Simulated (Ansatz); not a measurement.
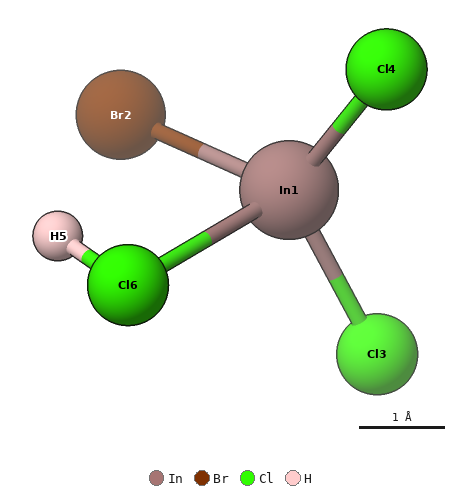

**Figure 1.** The starting structure (ball-and-stick view, seen at a tilt; atoms are numbered from 1 in the order of the input). Sticks mark near contacts.

## InHBrCl3: nudged elastic band

InHBrCl3, computed with RKS PBE0/def2-SVP (Ansatz 0.2.0).

The run did not end well. One setting was made poor on purpose. It belongs to a series of runs on one base structure; here: band between the two ends.

Input file:
```yaml
crystal:
  periodic: [false, false, false]
  atoms:
    - { symbol: In, position_ang: [-0.371928, -0.699069, 0.299676] }
    - { symbol: Br, position_ang: [2.11223, -0.890242, 0.171642] }
    - { symbol: Cl, position_ang: [-1.656899, -1.647517, -1.397267] }
    - { symbol: Cl, position_ang: [-1.352934, -0.196045, 2.352692] }
    - { symbol: H, position_ang: [1.25792, 1.530439, -0.691501] }
    - { symbol: Cl, position_ang: [0.011611, 1.902535, -0.73534] }
basis:
  gaussian: { orbitals: def2-SVP }
hamiltonian:
  xc: pbe0
neb:
  order_check: false
  images: 7
  f_tol: 0.03
  max_iterations: 25
  max_displacement: 0.02
  optimiser: fire
  final_atoms:
    - { symbol: In, position_ang: [-0.82631154, -0.16663834, 0.13072328] }
    - { symbol: Br, position_ang: [2.09610986, -0.48466571, 0.01734523] }
    - { symbol: Cl, position_ang: [-1.53803843, -1.82047315, -1.34695297] }
    - { symbol: Cl, position_ang: [-1.23278175, -0.36522608, 2.41553445] }
    - { symbol: H, position_ang: [1.88692873, 0.84986655, -0.47964601] }
    - { symbol: Cl, position_ang: [-0.38590688, 1.98723773, -0.73710198] }
  initial_path:
    images:
      - { positions_ang: [[-0.371928, -0.699069, 0.299676], [2.11223, -0.890242, 0.171642], [-1.656899, -1.647517, -1.397267], [-1.352934, -0.196045, 2.352692], [1.25792, 1.530439, -0.691501], [0.011611, 1.902535, -0.73534]] }
      - { positions_ang: [[-0.45670574, -0.64881438, 0.28475498], [2.16946751, -0.8076399, 0.13710389], [-1.67953065, -1.68577742, -1.38337656], [-1.36793582, -0.23211445, 2.36929528], [1.31942691, 1.43603935, -0.65284387], [0.01527779, 1.93840781, -0.75503173]] }
      - { positions_ang: [[-0.54148348, -0.59855977, 0.26983397], [2.22670501, -0.72503779, 0.10256579], [-1.7021623, -1.72403784, -1.36948612], [-1.38293764, -0.26818391, 2.38589856], [1.38093382, 1.34163969, -0.61418673], [0.01894459, 1.97428061, -0.77472346]] }
      - { positions_ang: [[-0.62626122, -0.54830515, 0.25491295], [2.28394252, -0.64243569, 0.06802768], [-1.72479395, -1.76229826, -1.35559568], [-1.39793946, -0.30425336, 2.40250183], [1.44244073, 1.24724004, -0.5755296], [0.02261138, 2.01015342, -0.79441519]] }
      - { positions_ang: [[-0.71103896, -0.49805053, 0.23999194], [2.34118003, -0.55983359, 0.03348958], [-1.74742559, -1.80055868, -1.34170524], [-1.41294129, -0.34032281, 2.41910511], [1.50394764, 1.15284038, -0.53687246], [0.02627817, 2.04602623, -0.81410692]] }
      - { positions_ang: [[-0.7398571, -0.41519749, 0.21267477], [2.27991249, -0.54104162, 0.02945349], [-1.6950788, -1.8055373, -1.34301717], [-1.3679014, -0.34654863, 2.41821244], [1.59969291, 1.07709692, -0.52256585], [-0.07676809, 2.0313291, -0.79485569]] }
      - { positions_ang: [[-0.76867525, -0.33234444, 0.18535761], [2.21864495, -0.52224965, 0.0254174], [-1.64273201, -1.81051591, -1.3443291], [-1.32286152, -0.35277445, 2.41731978], [1.69543818, 1.00135346, -0.50825924], [-0.17981436, 2.01663198, -0.77560445]] }
      - { positions_ang: [[-0.79749339, -0.24949139, 0.15804045], [2.15737741, -0.50345768, 0.02138132], [-1.59038522, -1.81549453, -1.34564104], [-1.27782163, -0.35900026, 2.41642711], [1.79118346, 0.92561001, -0.49395263], [-0.28286062, 2.00193486, -0.75635322]] }
      - { positions_ang: [[-0.82631154, -0.16663834, 0.13072328], [2.09610986, -0.48466571, 0.01734523], [-1.53803843, -1.82047315, -1.34695297], [-1.23278175, -0.36522608, 2.41553445], [1.88692873, 0.84986655, -0.47964601], [-0.38590688, 1.98723773, -0.73710198]] }
```

Run as:
```bash
ansatz run input.yaml --threads 2 --pin off --max-ram 3072MiB --backend cpu --events-out ev --progress --plain --runs-dir out
```

Log:
```
Engine: ansatz 0.2.0, x86_64-unknown-linux-gnu
Functional definition: PBE0
  parameter a = 0.25
  parameter kappa = 0.804
  parameter beta = 0.06672455060314922
  exchange = (1 - a)*pbe_x(kappa = kappa, mu = beta*pi^2/3) + a*exact_x
  correlation = pbe_c(beta = beta)
1252 factors; integrals over basis functions are off by at most 2.0e-4 eV
mean field evaluation 1: about -112766.9123 eV, gradient 2.2e1 eV
mean field evaluation 2: about -112766.0509 eV, gradient 2.9e1 eV
mean field evaluation 4: about -112768.3325 eV, gradient 5.0e-1 eV
mean field evaluation 8: about -112768.3620 eV, gradient 2.6e-2 eV
mean field -112768.36202069 eV, -4144.1608671194 hartree, gradient 7.3e-5 eV, S^2 0.000000; 0 other end points of the search recorded, 0 dependent functions left out
the calculation of the forces begins
reference -112768.36205528 eV, -4144.1608683905 hartree; 54, 54 occupied and 63, 63 virtual orbitals, 1252 factors
1254 factors; integrals over basis functions are off by at most 1.2e-3 eV
mean field evaluation 16: about -112766.5924 eV, gradient 2.3e1 eV
mean field -112768.17970510 eV, -4144.1541671448 hartree, gradient 3.9e-5 eV, S^2 0.000000; 0 other end points of the search recorded, 0 dependent functions left out
[... from here on the field's lines of each further geometry are left out, up to the last ...]
NEB iter   1: max|band force component| = 2.391e0 eV/Å  barrier→ = 1.2773 eV  barrier← = 1.0950 eV  Δτ_max = 0.0200 Å  (236 SCF iters)
NEB iter   2: max|band force component| = 2.122e0 eV/Å  barrier→ = 1.1471 eV  barrier← = 0.9647 eV  Δτ_max = 0.0200 Å  (218 SCF iters)
NEB iter   3: max|band force component| = 1.839e0 eV/Å  barrier→ = 1.0222 eV  barrier← = 0.8399 eV  Δτ_max = 0.0200 Å  (217 SCF iters)
NEB iter   4: max|band force component| = 1.758e0 eV/Å  barrier→ = 0.9025 eV  barrier← = 0.7201 eV  Δτ_max = 0.0200 Å  (219 SCF iters)
NEB iter   5: max|band force component| = 1.663e0 eV/Å  barrier→ = 0.7934 eV  barrier← = 0.6111 eV  Δτ_max = 0.0200 Å  (220 SCF iters)
NEB iter   6: max|band force component| = 1.554e0 eV/Å  barrier→ = 0.6949 eV  barrier← = 0.5126 eV  Δτ_max = 0.0200 Å  (219 SCF iters)
NEB iter   7: max|band force component| = 1.430e0 eV/Å  barrier→ = 0.6070 eV  barrier← = 0.4247 eV  Δτ_max = 0.0200 Å  (219 SCF iters)
NEB iter   8: max|band force component| = 1.289e0 eV/Å  barrier→ = 0.5300 eV  barrier← = 0.3477 eV  Δτ_max = 0.0200 Å  (219 SCF iters)
NEB iter   9: max|band force component| = 1.131e0 eV/Å  barrier→ = 0.4640 eV  barrier← = 0.2816 eV  Δτ_max = 0.0185 Å  (221 SCF iters)
NEB iter  10: max|band force component| = 9.678e-1 eV/Å  barrier→ = 0.4126 eV  barrier← = 0.2303 eV  Δτ_max = 0.0200 Å  (212 SCF iters)
NEB iter  11: max|band force component| = 7.725e-1 eV/Å  barrier→ = 0.3678 eV  barrier← = 0.1855 eV  Δτ_max = 0.0121 Å  (210 SCF iters)
NEB iter  12: max|band force component| = 6.452e-1 eV/Å  barrier→ = 0.3459 eV  barrier← = 0.1636 eV  Δτ_max = 0.0200 Å  (200 SCF iters)
NEB iter  13: max|band force component| = 4.222e-1 eV/Å  barrier→ = 0.3252 eV  barrier← = 0.1429 eV  CI = image 5  Δτ_max = 0.0061 Å  (202 SCF iters)
NEB iter  14: max|band force component| = 3.512e-1 eV/Å  barrier→ = 0.3226 eV  barrier← = 0.1402 eV  CI = image 5  Δτ_max = 0.0112 Å  (169 SCF iters)
NEB iter  15: max|band force component| = 2.846e-1 eV/Å  barrier→ = 0.3185 eV  barrier← = 0.1362 eV  CI = image 5  Δτ_max = 0.0148 Å  (197 SCF iters)
NEB iter  16: max|band force component| = 2.198e-1 eV/Å  barrier→ = 0.3150 eV  barrier← = 0.1327 eV  CI = image 5  Δτ_max = 0.0183 Å  (197 SCF iters)
NEB iter  17: max|band force component| = 2.098e-1 eV/Å  barrier→ = 0.3129 eV  barrier← = 0.1306 eV  CI = image 5  Δτ_max = 0.0036 Å  (199 SCF iters)
NEB iter  18: max|band force component| = 1.870e-1 eV/Å  barrier→ = 0.3119 eV  barrier← = 0.1296 eV  CI = image 5  Δτ_max = 0.0064 Å  (157 SCF iters)
NEB iter  19: max|band force component| = 1.606e-1 eV/Å  barrier→ = 0.3103 eV  barrier← = 0.1280 eV  CI = image 5  Δτ_max = 0.0080 Å  (160 SCF iters)
NEB iter  20: max|band force component| = 1.267e-1 eV/Å  barrier→ = 0.3087 eV  barrier← = 0.1263 eV  CI = image 5  Δτ_max = 0.0097 Å  (167 SCF iters)
NEB iter  21: max|band force component| = 1.038e-1 eV/Å  barrier→ = 0.3070 eV  barrier← = 0.1247 eV  CI = image 5  Δτ_max = 0.0107 Å  (168 SCF iters)
NEB iter  22: max|band force component| = 1.252e-1 eV/Å  barrier→ = 0.3051 eV  barrier← = 0.1228 eV  CI = image 5  Δτ_max = 0.0114 Å  (172 SCF iters)
NEB iter  23: max|band force component| = 1.138e-1 eV/Å  barrier→ = 0.3031 eV  barrier← = 0.1207 eV  CI = image 5  Δτ_max = 0.0126 Å  (173 SCF iters)
NEB iter  24: max|band force component| = 8.135e-2 eV/Å  barrier→ = 0.3008 eV  barrier← = 0.1185 eV  CI = image 5  Δτ_max = 0.0141 Å  (190 SCF iters)
the calculation of the forces begins
reference -112768.11525040 eV, -4144.1517984784 hartree; 54, 54 occupied and 63, 63 virtual orbitals, 1254 factors
these checks for a lower state are left out or cut short: starts, cluster_reference, orbital_swaps, neighbouring_geometries, increment
1254 factors; integrals over basis functions are off by at most 9.9e-4 eV
mean field -112768.16725627 eV, -4144.1537096590 hartree, gradient 9.0e-6 eV, S^2 0.000000; 0 other end points of the search recorded, 0 dependent functions left out
the calculation of the forces begins
reference -112768.16729153 eV, -4144.1537109545 hartree; 54, 54 occupied and 63, 63 virtual orbitals, 1254 factors
NEB iter  25: max|band force component| = 6.448e-2 eV/Å  barrier→ = 0.2987 eV  barrier← = 0.1164 eV  CI = image 5  Δτ_max = 0.0168 Å  (192 SCF iters)
```

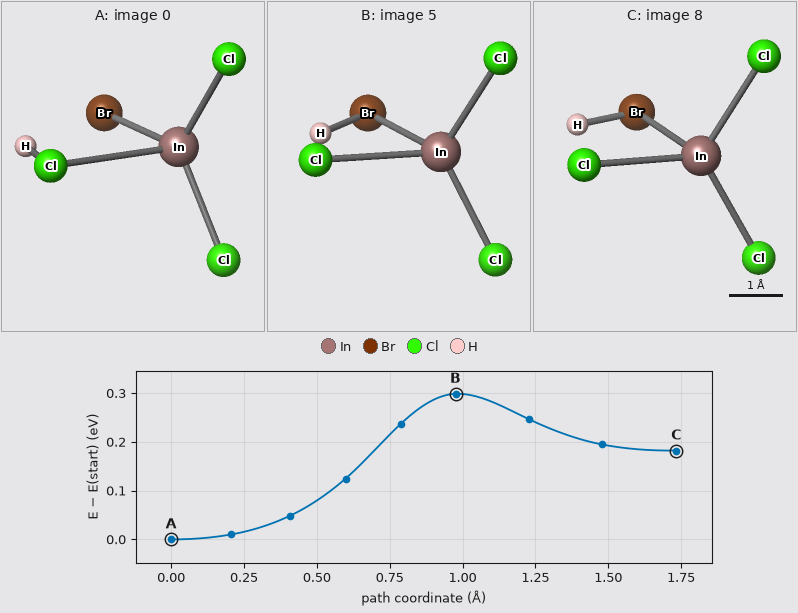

**Figure 2.** Images of the last band (counted from 0; ball-and-stick, seen at a tilt) above the energy along the path; the line is a cubic interpolation that uses the forces. The highest image is number 5, 0.299 eV above the start and 0.116 eV above the end (the climbing image); the end lies 0.182 eV above the start. The path is 1.73 Å long. The band had not converged after 25 iterations.

```
Unfinished report: {"positions_ang":[[-0.5962441450121798,-0.3599373236689059,0.18160794334391922],[2.1076838557233812,-0.42866082416430706,0.004562708055288159],[-1.6340654262597085,-1.755359585659815,-1.3582794482898957],[-1.3137232746433587,-0.3039539824333434,2.390015036662916],[1.4075458004995764,0.9685115859964488,-0.482502263540602],[0.028803199692289193,1.8795011099299228,-0.7355019862316248]],"unchecked":["starts","cluster_reference","orbital_swaps","neighbouring_geometries","increment"],"mean_field":{"relativity":"none","state":{"energy":{"ev":-112768.06334974158,"hartree":-4144.149891164326},"converged":true,"gradient_ev":5.7148632738420805e-6,"stability":{"kind":"minimum","curvature_ev":24.822308714043793},"curvature_floor_ev":0.00030000000000000003,"spin_squared":-1.4210854715202004e-14},"others":[],"fillings":{"estimated":0,"unestimated":0,"tried":0,"untried":0,"excluded_magnetic_sites":0},"n_dropped_functions":0,"n_trapped_functions":0,"passes":{"evaluations":4,"products":28},"factors":{"origin":"Cholesky decomposition","count":1254,"bound_ev":0.0007533826251464626},"gradient_stop_ev":0.00009,"reference_kind":"stationary","functional":{"name":"PBE0","citations":["Adamo & Barone, J. Chem. Phys. 110, 6158 (1999) doi:10.1063/1.478522","Perdew, Burke & Ernzerhof, Phys. Rev. Lett. 77, 3865 (1996) doi:10.1103/PhysRevLett.77.3865"],"text":"name \"PBE0\"\ncite \"Adamo & Barone, J. Chem. Phys. 110, 6158 (1999) doi:10.1063/1.478522\"\ncite \"Perdew, Burke & Ernzerhof, Phys. Rev. Lett. 77, 3865 (1996) doi:10.1103/PhysRevLett.77.3865\"\nparent pbe\nparameter a = 0.25\nparameter kappa = 0.804\nparameter beta = 0.06672455060314922\nexchange = (1 - a)*pbe_x(kappa = kappa, mu = beta*pi^2/3) + a*exact_x\ncorrelation = pbe_c(beta = beta)\n","parameters":{"a":{"value":0.25,"default":0.25},"beta":{"value":0.06672455060314922,"default":0.06672455060314922},"kappa":{"value":0.804,"default":0.804}},"final_grid":{"core_spheres":13.0,"valence_spheres":11.0,"degree":36.0},"final_grid_parameter_source":"default","radial_points_factor":1.0,"radial_grid_error_ev":3.235511906987185e-7,"grid_sensitivity":"normal","grid_sensitivity_ratio":0.001870803151768979},"unsmoothed_excess_ev":-0.000034838374346293,"symmetry":{"irreps":["A"],"axes":[[0.99998817896833,0.0045318262067984985,-0.0017619519955069218],[-0.00453231289535995,0.999989691935907,-0.000272326546579497],[0.0017606996966122279,0.00028030904514900657,0.9999984106804458]],"occupied":[{"A":54},{"A":54}]},"held":{"pivots":1252,"left_out":0,"joined":2},"density_repulsion":{"missed_ev":0.000012641899648003951,"excess_ev":4.020226344096969e-8,"most_excess_ev":0.0002916,"are_drawn_again":false,"n_first_factors":1254,"energy_change_ev":0.0,"n_dropped_ends":0}},"factors":{"origin":"Cholesky decomposition","count":1254,"bound_ev":0.0007533826251464626},"n_frozen":0,"n_occupied":[54,54],"n_virtual":[63,63],"reference":{"ev":-112768.06334974158,"hartree":-4144.149891164326},"total":{"ev":-112768.06334974158,"hartree":-4144.149891164326},"forces_ev_per_angstrom":[[-0.05080979388541109,-0.029867796761022556,0.02077766259546228],[-0.0003941373289098579,-0.048590884067895,0.013142189431228211],[0.03313872553080839,-0.0019735499843006395,-0.06094305228313617],[0.030749005561012954,0.0364216144279353,0.04572049073647559],[-0.002709541747536394,0.04172682073504064,-0.019147953666331128],[-0.00997425811056082,0.0022837956117890165,0.0004506631818220576]],"charge_distribution":{"dipole_moment_e_ang":[0.3558721443776706,0.11780714119665443,-0.07788217678112751],"mulliken_charges_e":[0.6590134833464099,-0.17997786126666426,-0.23993253769827305,-0.2403358590846345,0.24115067267478796,-0.23991789797168295],"lowdin_charges_e":[-0.6610588306167102,0.20452095888919075,0.13774768877927102,0.13737440391996358,0.030534295389871513,0.1508814836383614]},"n_threads":2,"memory_gib":2.556818182580173,"seconds":{"hamiltonian":8.319005497,"orbitals":0.0,"second_order":0.0,"solver_start":0.0,"cycles":0.0,"cycle":0.0,"perturbative":0.0,"full_ci_increment":0.0,"forces":0.0}}
this run last wrote the band of iteration 25 to [file]
Error: NEB band did not converge after 25 iterations: max|band force component| = 6.45e-2 eV/Å (threshold 3.0e-2); raise `neb.max_iterations` in a new run, which can start from the last band evaluated (`neb.initial_path`, with `crystal.atoms` and `neb.final_atoms` set to its first and last images), add images, or start from endpoints closer to local minima. Where this run's directory can be resumed (`checkpoint.write`), a resume goes on for up to `neb.max_iterations` more; to start a new run from the last band, take its images' positions from the `neb_iteration` event of iteration 25 (`data.images[].positions_ang`), in the event stream of the run that computed that iteration (not this run's, if it was resumed behind it). With `checkpoint.write`, `steps/00-neb/state/checkpoint.json` in the run directory holds the last saved band, under `neb.evaluated.images[].positions_ang` (a band under a hybrid functional on support functions is neither saved nor resumed: `neb.initial_path` says where its path is): check the last entry of `neb.iterations` there, which is earlier than 25 if that iteration was not saved or its write failed. If the band's step has no `state` directory and holds `state.next`, a write was cut short, and the file is under `state.next` instead (behind a loss of power it can be under `state.prev`)
this run wrote the band of iteration 25 to [file] as well, whether or not its events were kept: a new run's `neb.initial_path` can list its `images[].positions_ang`
a run's events are kept only if it was started with --events-out <file>, and are in that file
```

The last band as extended XYZ (Å, eV, eV/Å):
```
6
Properties=species:S:1:pos:R:3:forces:R:3 image=0 energy=-112768.36202
In   -0.3719   -0.6991    0.2997   -0.0010   0.0042  -0.0017
Br    2.1122   -0.8902    0.1716   -0.0044  -0.0003   0.0009
Cl   -1.6569   -1.6475   -1.3973    0.0024  -0.0001   0.0011
Cl   -1.3529   -0.1960    2.3527    0.0023  -0.0016  -0.0005
H     1.2579    1.5304   -0.6915    0.0005   0.0012  -0.0008
Cl    0.0116    1.9025   -0.7353    0.0003  -0.0035   0.0010
6
Properties=species:S:1:pos:R:3:forces:R:3 image=1 energy=-112768.35180
In   -0.4001   -0.6540    0.2818    0.0133  -0.0289   0.0121
Br    2.1010   -0.7718    0.1288    0.0056  -0.0610   0.0212
Cl   -1.6726   -1.6777   -1.3787    0.0152   0.0229  -0.0155
Cl   -1.3623   -0.2294    2.3599    0.0111   0.0263  -0.0048
H     1.2681    1.4109   -0.6396   -0.0097   0.0543  -0.0237
Cl    0.0659    1.9221   -0.7522   -0.0355  -0.0136   0.0108
6
Properties=species:S:1:pos:R:3:forces:R:3 image=2 energy=-112768.31362
In   -0.4317   -0.5869    0.2565    0.0377  -0.1355   0.0540
Br    2.0937   -0.6651    0.0916    0.0027  -0.1432   0.0497
Cl   -1.6751   -1.7017   -1.3657    0.0223   0.0499  -0.0346
Cl   -1.3599   -0.2561    2.3658    0.0141   0.0583  -0.0077
H     1.2649    1.2854   -0.5910   -0.0243   0.1627  -0.0654
Cl    0.1081    1.9246   -0.7573   -0.0524   0.0078   0.0040
6
Properties=species:S:1:pos:R:3:forces:R:3 image=3 energy=-112768.23705
In   -0.4795   -0.5076    0.2298    0.1106  -0.2655   0.0994
Br    2.0879   -0.5725    0.0589   -0.0216  -0.2285   0.0825
Cl   -1.6596   -1.7191   -1.3672    0.0082   0.0601  -0.0497
Cl   -1.3419   -0.2697    2.3769   -0.0002   0.0765   0.0001
H     1.2715    1.1668   -0.5491   -0.1266   0.3127  -0.1139
Cl    0.1217    1.9022   -0.7494    0.0296   0.0447  -0.0184
6
Properties=species:S:1:pos:R:3:forces:R:3 image=4 energy=-112768.12435
In   -0.5407   -0.4281    0.2039    0.1255  -0.2473   0.0910
Br    2.0914   -0.4893    0.0282   -0.0379  -0.1986   0.0729
Cl   -1.6466   -1.7373   -1.3652    0.0062   0.0398  -0.0641
Cl   -1.3275   -0.2846    2.3854    0.0011   0.0711   0.0248
H     1.3233    1.0603   -0.5122   -0.2447   0.3136  -0.1064
Cl    0.1000    1.8790   -0.7402    0.1498   0.0215  -0.0182
6
Properties=species:S:1:pos:R:3:forces:R:3 image=5 energy=-112768.06332
In   -0.5962   -0.3599    0.1816   -0.0508  -0.0299   0.0208
Br    2.1077   -0.4287    0.0046   -0.0004  -0.0486   0.0131
Cl   -1.6341   -1.7554   -1.3583    0.0331  -0.0020  -0.0609
Cl   -1.3137   -0.3040    2.3900    0.0307   0.0364   0.0457
H     1.4075    0.9685   -0.4825   -0.0027   0.0417  -0.0191
Cl    0.0288    1.8795   -0.7355   -0.0100   0.0023   0.0005
6
Properties=species:S:1:pos:R:3:forces:R:3 image=6 energy=-112768.11521
In   -0.6793   -0.2776    0.1561   -0.1364   0.0885  -0.0194
Br    2.1361   -0.4111   -0.0052    0.0125  -0.0100   0.0006
Cl   -1.6182   -1.7825   -1.3467    0.0548  -0.0203  -0.0402
Cl   -1.2968   -0.3332    2.3967    0.0528   0.0082   0.0377
H     1.5599    0.9013   -0.4653    0.1582  -0.0948   0.0202
Cl   -0.1016    1.9032   -0.7357   -0.1419   0.0283   0.0010
6
Properties=species:S:1:pos:R:3:forces:R:3 image=7 energy=-112768.16726
In   -0.7663   -0.2138    0.1405   -0.0478   0.0352  -0.0082
Br    2.1371   -0.4395    0.0010   -0.0110  -0.0272   0.0111
Cl   -1.5865   -1.8071   -1.3442    0.0356  -0.0051  -0.0138
Cl   -1.2700   -0.3548    2.4082    0.0332   0.0035   0.0095
H     1.7251    0.8757   -0.4689    0.0543  -0.0297   0.0040
Cl   -0.2394    1.9396   -0.7366   -0.0643   0.0232  -0.0025
6
Properties=species:S:1:pos:R:3:forces:R:3 image=8 energy=-112768.17971
In   -0.8263   -0.1666    0.1307   -0.0033   0.0010  -0.0005
Br    2.0961   -0.4847    0.0173    0.0004   0.0132  -0.0049
Cl   -1.5380   -1.8205   -1.3470    0.0022   0.0025   0.0004
Cl   -1.2328   -0.3652    2.4155    0.0016   0.0009  -0.0012
H     1.8869    0.8499   -0.4796   -0.0043  -0.0133   0.0051
Cl   -0.3859    1.9872   -0.7371    0.0034  -0.0043   0.0011
```

What the run reported:

```tsv
quantity	value
outcome	not converged
barrier, forward (band not converged)	0.299 eV
barrier, backward	0.116 eV
hardware	2 threads of Intel Xeon @ 2.50GHz (Skylake/Cascade Lake), 189 GiB of memory available, shared host
wall time	26 min (CPU time 49 min)
peak memory	0.37 GiB
```

What went wrong:

The run did not converge: “NEB band did not converge after 25 iterations: max|band force component| = 6.45e-2 eV/Å (threshold 3.0e-2); raise `neb.max_iterations` in a new run, which can start from the last band evaluated (`neb.initial_path`, with `crystal.atoms` and `neb.final_atoms` set to its first and last images), add images, or start from endpoints closer to local minima …” Its last values are not results. A deliberately poor setting: step length.
